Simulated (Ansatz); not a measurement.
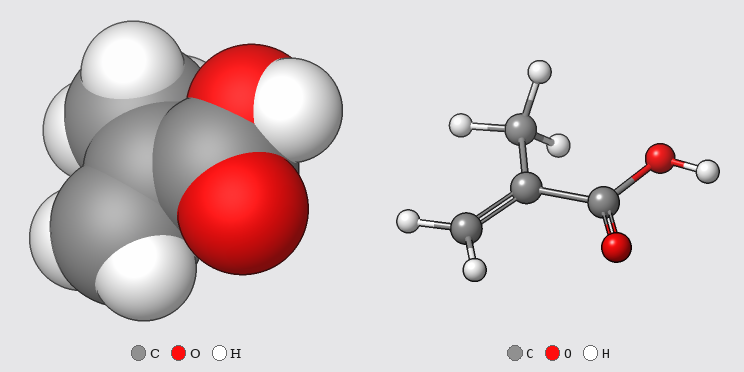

Two views of one molecule.

Computed geometry: PBE0-D4/def2-TZVP optimisation.

Question: Count the atoms of each element.

Answer: C₄H₆O₂, 12 atoms: 4 carbon, 6 hydrogen and 2 oxygen.

Question: Does it have rings?

Answer: It has no ring.

Question: Name some functional groups or characteristic bonds that it holds.

Answer: Among them: carboxylic acid, alkene.

Question: Write the SMILES.

Answer: C=C(C)C(=O)O

Question: How many bonds of each kind are drawn?

Answer: 5 C–H, 3 C–C, 2 C–O, 1 O–H.

More results for the same structure follow; atom numbers are the same in all pictures, views and colours differ.

**Symmetry**

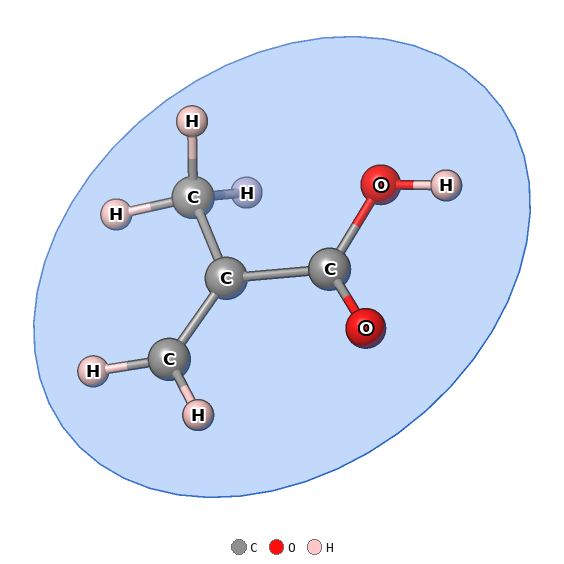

All proper rotation axes (lines) and mirror planes (discs) of the structure are drawn in. Distant atoms are faded towards the background colour.

Question: Name the symmetry elements and the point group.

Answer: It has 1 mirror plane. Point group Cs. The group has 2 operations. The geometry is achiral, and symmetry allows a dipole moment.

**Vibrations**

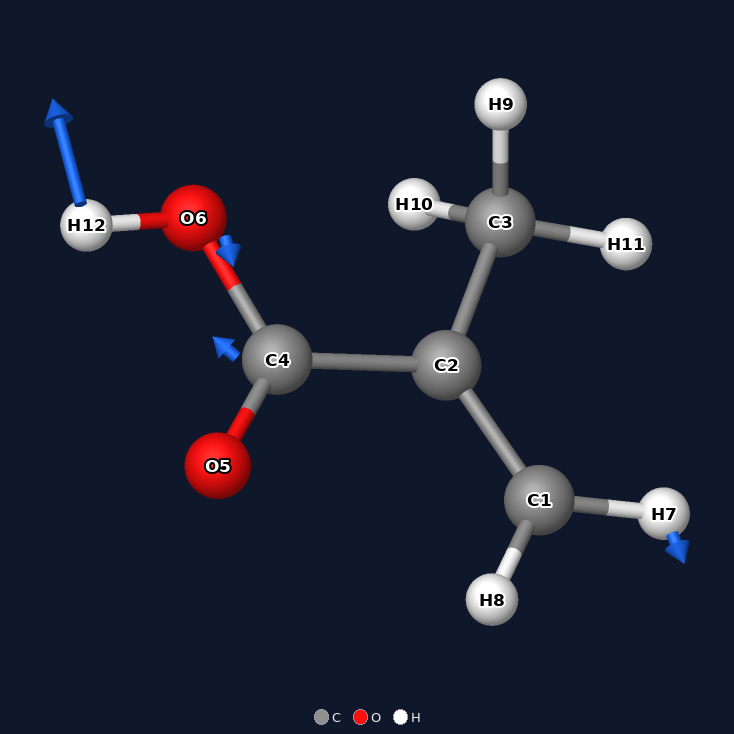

The arrows show one normal mode. Harmonic vibrations computed with RKS PBE0-D4/def2-TZVP (Ansatz 0.2.0) at a stationary point of the same level.

Question: Estimate its harmonic wavenumber.

Answer: 1176 cm⁻¹; it is mode 16 of 30 counted from the lowest.

**Levels of theory compared**

Program: Ansatz 0.2.0.

At this fixed geometry, give HOMO energy (eV), HOMO–LUMO gap (eV) at these levels: B3LYP-D4/def2-TZVPP; BLYP-D4/def2-TZVPP; HSE06 (plane-wave form)-D4/def2-TZVPP; PBE-D4/def2-TZVPP; PBE0-D4/def2-QZVPP; PBE0-D4/def2-SVP; PBE0-D4/def2-TZVPP; SPW92 (LDA)/def2-TZVPP; r2SCAN-D4/def2-TZVPP; ωB97M-V/def2-QZVPP; ωB97M-V/def2-SVP; ωB97X-V/def2-TZVPP.

```tsv
level	HOMO energy (eV)	HOMO–LUMO gap (eV)
B3LYP-D4/def2-TZVPP	−7.65	6.11
BLYP-D4/def2-TZVPP	−6.35	4.21
HSE06 (plane-wave form)-D4/def2-TZVPP	−7.47	5.78
PBE-D4/def2-TZVPP	−6.44	4.17
PBE0-D4/def2-QZVPP	−7.89	6.53
PBE0-D4/def2-SVP	−7.78	6.69
PBE0-D4/def2-TZVPP	−7.87	6.57
SPW92 (LDA)/def2-TZVPP	−6.67	4.14
r2SCAN-D4/def2-TZVPP	−6.76	4.64
ωB97M-V/def2-QZVPP	−10.11	10.88
ωB97M-V/def2-SVP	−9.99	11.16
ωB97X-V/def2-TZVPP	−10.18	11.14
```

**Charges**

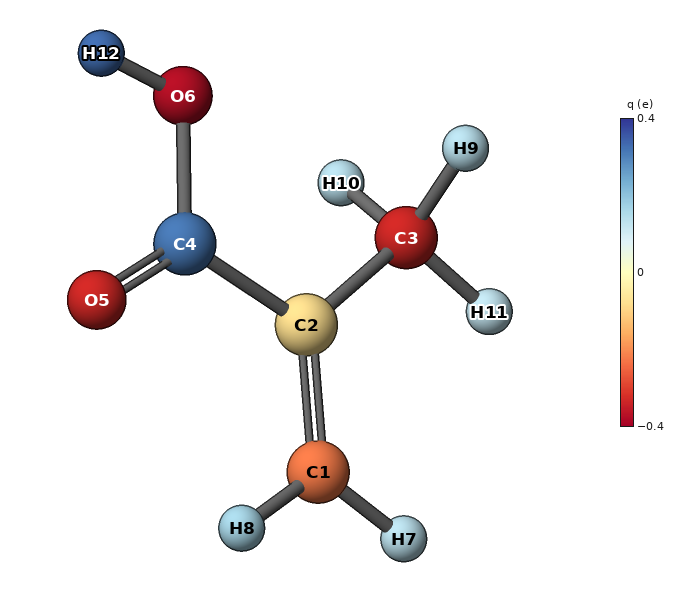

Atoms are coloured by their Mulliken charges. Level of theory: RKS PBE0-D4/def2-TZVP (Ansatz 0.2.0).

Question: Which atom carries the highest charge (most positive or least negative)?

Answer: H12 (0.33 e).

Question: And the lowest?

Answer: O6 (−0.37 e).

List the Mulliken charges.

| atom | value (e) |
| --- | --- |
| C1 | −0.22 |
| C2 | −0.08 |
| C3 | −0.33 |
| C4 | 0.31 |
| O5 | −0.33 |
| O6 | −0.37 |
| H7 | 0.13 |
| H8 | 0.16 |
| H9 | 0.14 |
| H10 | 0.14 |
| H11 | 0.12 |
| H12 | 0.33 |

Mulliken values depend strongly on the basis set and can even reverse the polarity of a bond.
